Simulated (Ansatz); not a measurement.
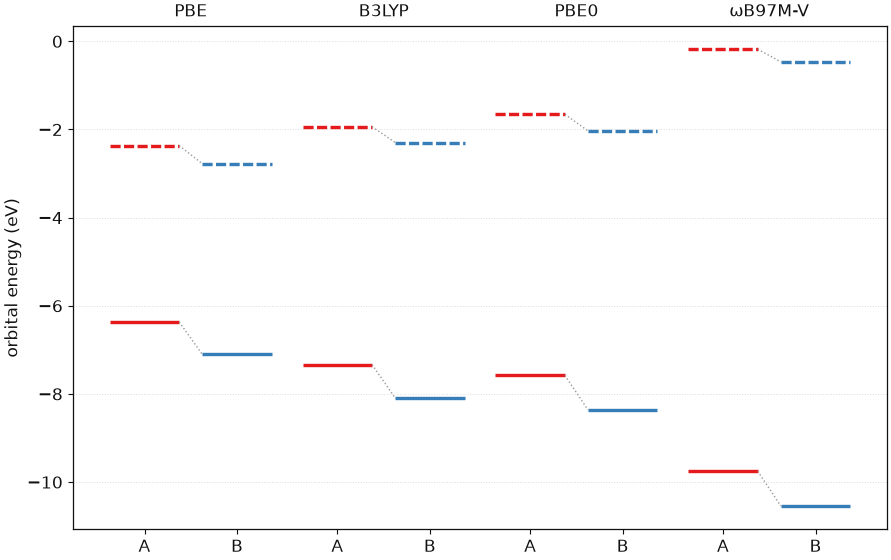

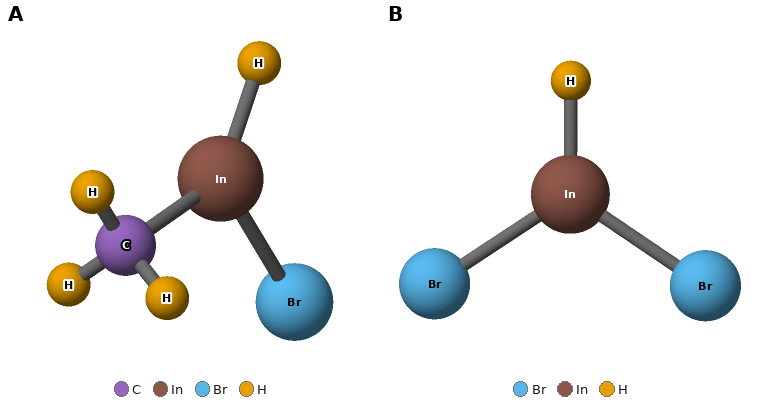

One change: A, CH₄BrIn (SMILES [CH3][InH][Br]), becomes B, InHBr₂ (SMILES [Br][InH][Br]). CH₃ on In is replaced by Br. HOMO (solid) and LUMO (dashed) computed in def2-TZVPP at PBE0-D4/def2-TZVP geometries, both minima by their frequencies, gas phase, the Ansatz code.

Q: What does the change do to HOMO and LUMO?

A: PBE: the HOMO falls by 0.74 eV, the LUMO falls by 0.41 eV, and the separation goes from 4.00 to 4.33 eV. B3LYP: the HOMO falls by 0.76 eV, the LUMO falls by 0.36 eV, and the separation goes from 5.40 to 5.80 eV. PBE0: the HOMO falls by 0.78 eV, the LUMO falls by 0.38 eV, and the separation goes from 5.92 to 6.33 eV. ωB97M-V: the HOMO falls by 0.79 eV, the LUMO falls by 0.29 eV, and the separation goes from 9.58 to 10.08 eV.

Q: Do the functionals agree on the effect?

A: They agree on the direction for both levels; the HOMO shift lies between −0.79 and −0.74 eV and the LUMO shift between −0.41 and −0.29 eV, while the separations themselves differ by up to 5.8 eV between functionals.

Known limits of this run: core potentials past krypton; spin-orbit coupling is left out, and with In it can shift these values.
